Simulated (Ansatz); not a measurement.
## How methods differ on BH (SMILES [BH])

BH: 2 atoms, total charge 0, spin state singlet. SMILES: `[BH]`. Geometry: the measured bond length.

```xyz
2

B     0.0000    0.0000    0.0000
H     0.0000    0.0000    1.2324
```

Quantity: the energy change with the B1–H2 bond stretched from 1.232 to 2.465 Å, in eV. The values are calculated.

```csv
level,kind,program,value (eV),less FCI/3-21G
BLYP/3-21G (restricted),GGA,Ansatz,2.67,+0.38
PBE/3-21G (restricted),GGA,Ansatz,2.67,+0.38
BHLYP/3-21G (restricted),global hybrid,Ansatz,3.30,+1.01
r2SCAN0/3-21G (restricted),hybrid meta-GGA,Ansatz,3.03,+0.74
wB97X/3-21G (restricted),range-separated hybrid,Ansatz,3.25,+0.96
RPA@PBE/3-21G (restricted),RPA,Ansatz,2.40,+0.11
BCCD(T)/3-21G (restricted),coupled cluster or CI,Ansatz,2.30,+0.01
CCSD/3-21G (restricted),coupled cluster or CI,Ansatz,2.33,+0.04
FCI/3-21G,exact in the basis,Ansatz,2.29,0.00
```

FCI/3-21G is exact within its basis and frozen core, so for wave-function methods in that basis the difference is their error; functionals converge differently with the basis, so for them it is only a difference. The first shape isn't each level's own minimum. The values span 2.29 to 3.30 eV. All rows use very small basis sets, so even the best lies far from the true value.

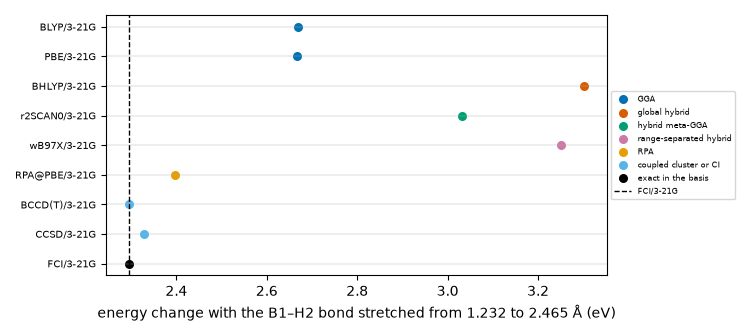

The values of the table, level by level.
